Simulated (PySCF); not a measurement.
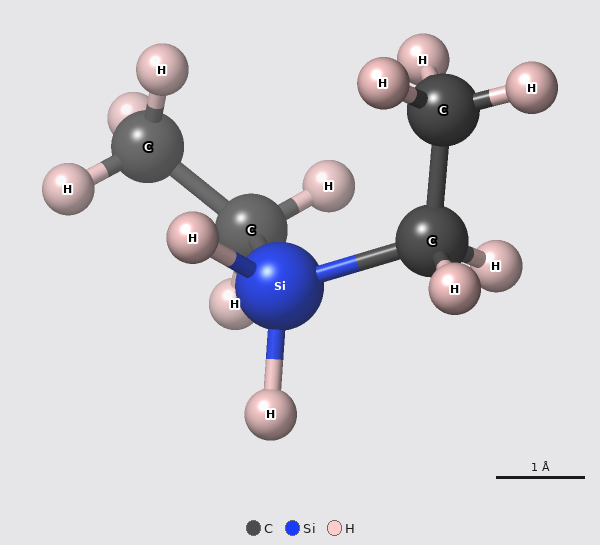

**Figure 1.** The structure (ball-and-stick view, seen at a tilt). Bond lengths as drawn: C–C 1.53 Å, C–H 1.09 Å, C–Si 1.91 Å and H–Si 1.47 Å.

# NMR shielding calculation, with input and output: C4H12Si

System: C4H12Si (diethylsilane), SMILES CC[SiH2]CC.
Method: GIAO PBE0/pcSseg-1 NMR shielding, non-relativistic, gas phase (PySCF 2.14.0).

The geometry comes from this level: GFN2-xTB, NEB image 4 of 0 to 8. It belongs to a series of runs on one base structure; here: NEB image 4 of 0 to 8. Figures and captions count atoms from 1; the log counts them from 0 in places.

### Input file
```
{"job": {"kind": "nmr", "xc": "PBE0", "basis": "pcSseg-1", "pop": false}, "charge": 0, "multiplicity": 1}
C      2.310800     0.445500    -0.380300
C      1.351600     0.005300     0.720800
Si    -0.022200    -1.172000     0.102700
C     -1.732400    -0.383500     0.400400
C     -2.019000     0.805100    -0.511800
H      1.779700     0.984800    -1.161800
H      3.086700     1.098700     0.017300
H      2.792800    -0.417800    -0.833400
H      0.909300     0.893300     1.177700
H      1.928200    -0.485500     1.506600
H      0.055200    -2.450700     0.823700
H      0.146300    -1.431900    -1.333800
H     -2.506200    -1.138700     0.254200
H     -1.814000    -0.060200     1.440300
H     -3.000100     1.230800    -0.304000
H     -1.276300     1.588500    -0.372400
H     -1.997400     0.500300    -1.555900
```

The first line tells a small driver script what to run in PySCF; the rest is the geometry in Å.

Run on 1 CPU thread, shared host.

Launch command:
```bash
OMP_NUM_THREADS=1 python <driver script> task.json out
```

### Log
```
coarse grid: 13408 points
cycle   1  E = -448.7060448176  dE =  7.692e-02  |g| = 4.455e-01  |ddm| = 3.370e+00
cycle   2  E = -448.6869422323  dE =  1.910e-02  |g| = 5.241e-01  |ddm| = 8.067e-01
cycle   3  E = -448.7592324888  dE = -7.229e-02  |g| = 2.640e-02  |ddm| = 4.542e-01
cycle   4  E = -448.7593981053  dE = -1.656e-04  |g| = 8.753e-03  |ddm| = 3.725e-02
cycle   5  E = -448.7594152068  dE = -1.710e-05  |g| = 3.508e-03  |ddm| = 1.077e-02
cycle   6  E = -448.7594181020  dE = -2.895e-06  |g| = 4.259e-04  |ddm| = 2.754e-03
final grid: 121224 points
cycle   7  E = -448.7889672485  dE = -2.612e-05  |g| = 8.068e-03  |ddm| = 2.017e-02
cycle   8  E = -448.7889597181  dE =  7.530e-06  |g| = 9.713e-03  |ddm| = 1.397e-02
cycle   9  E = -448.7889840693  dE = -2.435e-05  |g| = 3.029e-04  |ddm| = 7.785e-03
cycle  10  E = -448.7889840868  dE = -1.743e-08  |g| = 1.140e-04  |ddm| = 3.671e-04
cycle  11  E = -448.7889840897  dE = -2.871e-09  |g| = 3.038e-05  |ddm| = 9.699e-05
cycle  12  E = -448.7889840899  dE = -2.236e-10  |g| = 4.566e-06  |ddm| = 3.437e-05
```

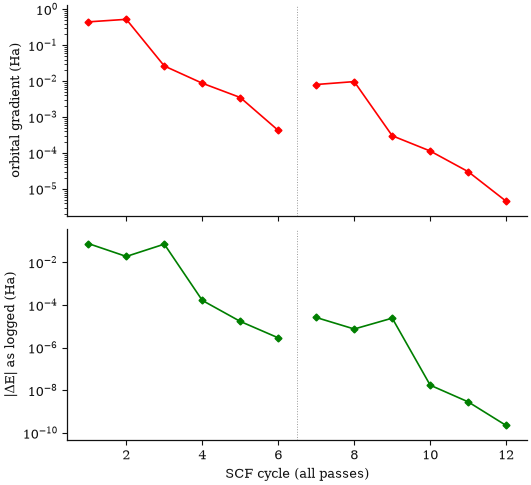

**Figure 2.** Convergence of the self-consistent field: orbital gradient and size of the energy change against the SCF cycle. The dotted line marks the change from a coarse to the final integration grid. The first 6 cycles use a coarse grid, the final grid takes over at cycle 7, and the field converges after 12 cycles in all.

```
converged SCF energy = -448.7889840899

GIAO shielding tensors (ppm)
atom      isotropic    diamagn.    paramagn.     s11        s22        s33       span
  0 C      172.003     245.985     -73.982    161.314    169.425    185.270     23.956
  1 C      182.974     253.133     -70.159    175.777    180.298    192.847     17.070
  2 Si     378.276     881.168    -502.893    335.283    381.862    417.682     82.400
  3 C      179.150     252.058     -72.908    174.700    179.103    183.647      8.948
  4 C      175.523     247.640     -72.117    165.519    173.691    187.359     21.840
  5 H       30.679      30.847      -0.168     25.950     29.962     36.124     10.174
  6 H       30.319      28.295       2.023     25.186     27.626     38.145     12.960
  7 H       30.690      29.352       1.339     26.302     28.766     37.003     10.701
  8 H       31.097      33.535      -2.437     26.733     29.984     36.576      9.843
  9 H       30.778      31.215      -0.436     25.678     29.142     37.514     11.836
 10 H       27.429      30.198      -2.769     23.714     25.830     32.744      9.030
 11 H       27.981      30.878      -2.897     24.906     26.951     32.085      7.180
 12 H       30.974      30.334       0.641     25.708     29.037     38.178     12.470
 13 H       31.132      31.865      -0.733     27.119     29.024     37.254     10.134
 14 H       30.251      28.529       1.722     25.047     27.625     38.083     13.036
 15 H       30.647      31.922      -1.275     25.754     30.413     35.775     10.022
 16 H       30.747      30.519       0.228     26.525     28.816     36.900     10.374
```

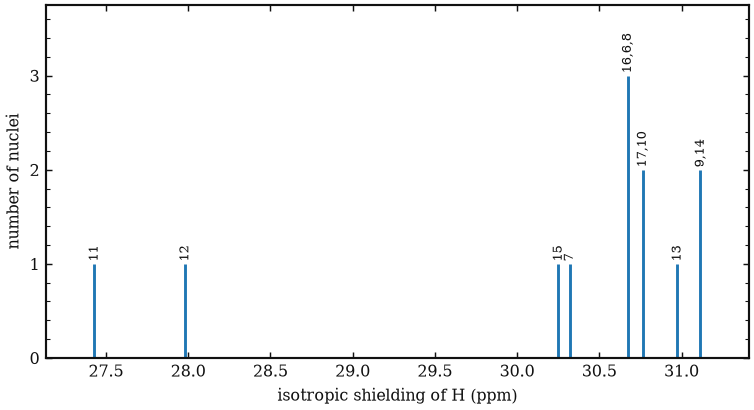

**Figure 3.** Isotropic shieldings of the hydrogen nuclei in this fixed geometry, labelled by atom number; shielding grows to the right, so chemical shift grows to the left. The least shielded is H11 (27.4 ppm), the most shielded H14 (31.1 ppm).

### Key numbers

| quantity | value |
| --- | --- |
| outcome | converged |
| total energy | −448.788984 hartree |
| HOMO | −8.04 eV |
| LUMO | 1.13 eV |
| dipole moment | 0.61 D |
| isotropic shielding, C | 172.0 to 183.0 ppm |
| isotropic shielding, Si | 378.3 ppm |
| isotropic shielding, H | 27.4 to 31.1 ppm |
| wall time | 15 s |
| peak memory | 0.78 GiB |
